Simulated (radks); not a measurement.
The Al⁺ ion; electrons: [Ne] 3s2. Method: non-relativistic Kohn-Sham, OLYP, spin-unpolarised, spherical densities, point nucleus; computed with the in-house radial solver radks.

```
Z 13
configuration [Ne] 3s2
relativity non-relativistic
functional optx,lyp
spin unpolarised
nucleus point
```

Wanted: the number of electrons inside radius r (solid) and the radial density 4πr²ρ (dashed).

The count levels off at 12 electrons. Half of them lie within 0.550 bohr, 90 % within 2.09 bohr and 99 % within 4.00 bohr. The radial density has a minimum at 0.215 bohr, where the count stands at 2.2; this parts the shells that the density resolves.

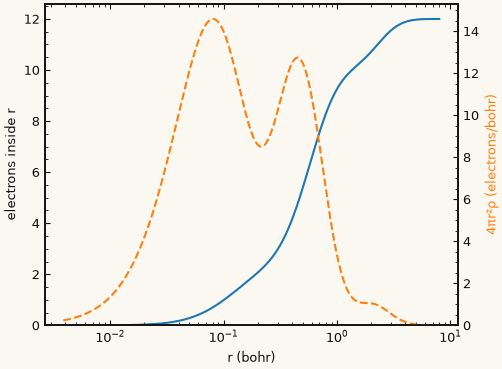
